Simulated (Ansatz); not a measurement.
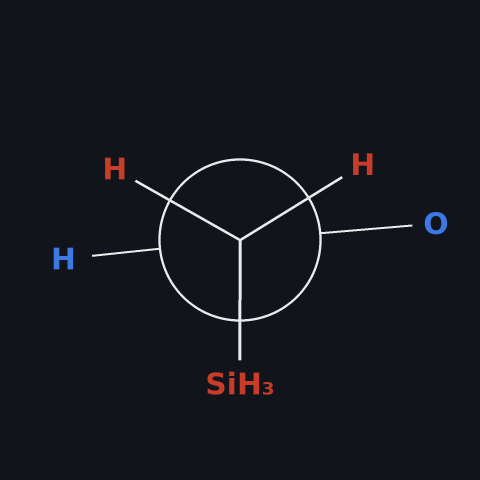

A Newman projection along the Ge–C bond, germanium in front; angles are drawn as computed, but eclipsed bonds slightly apart. The geometry was computed by an optimisation with PBE0-D4/def2-TZVP. No frequency run is at hand to confirm it as a minimum.

Q: Which molecule is it?

A: CH6GeOSi, O=[CH][GeH2][SiH3]

Q: What is the torsion angle from the front SiH3 to the back O? The sign is positive where the front bond must turn clockwise to cover the back bond.

A: −95°, about perpendicular.
